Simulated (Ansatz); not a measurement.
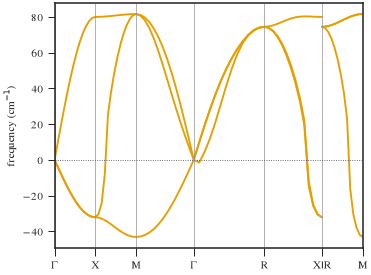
Figure: Phonon dispersion of K (simple cubic, Pm-3m), the program Ansatz at the r²SCAN level (PAW); imaginary frequencies are drawn negative

### Question
Is this phase dynamically stable?

### Answer
No: a branch reaches about 43i cm⁻¹ at M.

### Question
How high does the spectrum reach?

### Answer
About 82 cm⁻¹ (2.4 THz).

The cell is a constructed one: a structure type filled with these elements; the Crystallography Open Database copy checked does not list it. It is not the phase usual at ambient conditions (space group No. 229). Symmetry was held in the r²SCAN relaxation. At this level the phase is mechanically unstable. As this level gives no gap, phonon frequencies hold no LO–TO term and depend on the k-mesh and smearing (Fermi–Dirac, 0.1 eV here).

Potentials: the later of the program's two PAW sets.
